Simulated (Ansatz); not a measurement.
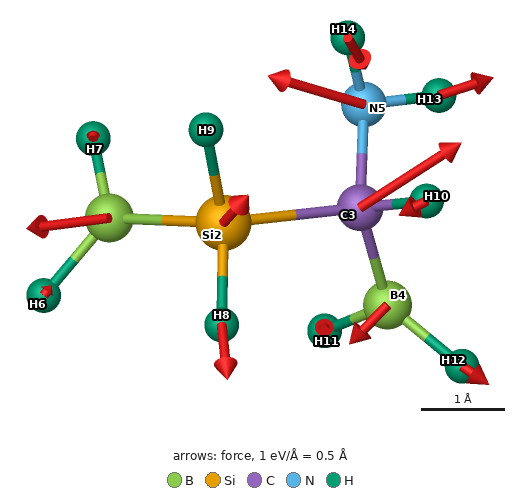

Starting geometry of CH$_{9}$B$_{2}$NSi (coarse preliminary run) with the computed forces as red arrows. The picture is a ball-and-stick view, seen at a tilt.

The start comes from a force field.

Theory: Ansatz, RKS PBE-D4/def2-SVP.

The input:
```yaml
crystal:
  periodic: [false, false, false]
  atoms:
    - {symbol: B, position_ang: [-1.324700, 1.692600, 0.061200]}
    - {symbol: Si, position_ang: [-0.518100, 0.364900, 1.125600]}
    - {symbol: C, position_ang: [0.581000, -0.700500, 0.059400]}
    - {symbol: B, position_ang: [-0.195400, -1.510800, -0.973600]}
    - {symbol: N, position_ang: [1.587000, 0.123300, -0.650400]}
    - {symbol: H, position_ang: [-2.551000, 1.790800, -0.029500]}
    - {symbol: H, position_ang: [-0.688400, 2.520800, -0.539600]}
    - {symbol: H, position_ang: [-1.502200, -0.456800, 1.753000]}
    - {symbol: H, position_ang: [0.288400, 1.036800, 2.216600]}
    - {symbol: H, position_ang: [1.144400, -1.417700, 0.762400]}
    - {symbol: H, position_ang: [-0.921500, -0.953300, -1.762800]}
    - {symbol: H, position_ang: [-0.250300, -2.694400, -0.929300]}
    - {symbol: H, position_ang: [2.199500, -0.469900, -1.160700]}
    - {symbol: H, position_ang: [2.138300, 0.645100, 0.096300]}
basis:
  gaussian: {orbitals: def2-SVP}
hamiltonian: {xc: pbe, dispersion: d4}
relax: {f_tol: 0.03, max_steps: 200}
```

Command:
```bash
ansatz run in.yaml --threads 4 --pin off --events-out ev --progress --plain --max-ram 10444MiB
```

> Is this structure relaxed? If not, where do the atoms go?

It isn't relaxed: the largest force vector, on C3, is 3.04 eV/Å. The final displacements have little in common with the starting forces (cosine between the two patterns −0.04). The largest move after the best rigid fit is that of H13, 1.60 Å. Largest moves by element: H 1.60 Å, B 0.95 Å, C 0.56 Å, Si 0.41 Å, N 0.37 Å. Near-neighbour distances that change, for instance: B1–H11 3.239 → 1.367 Å, B1–B4 3.551 → 1.934 Å, Si2–C3 1.865 → 2.666 Å, Si2–B4 2.834 → 2.046 Å. New bonds form: B1–B4 (3.55 → 1.93 Å), B1–H11 (3.24 → 1.37 Å). Bonds break: Si2–C3 (1.87 → 2.67 Å). Bond angles that change, for instance: B4–C3–N5 108.5° → 125.9°, C3–N5–H14 106.7° → 122.6°, B1–Si2–H8 111.0° → 125.0°. Over 19 accepted moves (20 points after the start) the energy falls by 228.9 kJ/mol. Largest force component: 2.8 eV/Å at the start, 0.02 eV/Å at the end. The line search rejected the trial step at point 18 of the run. The run took 32 s on 4 threads of Arm Neoverse V1, on a shared host.
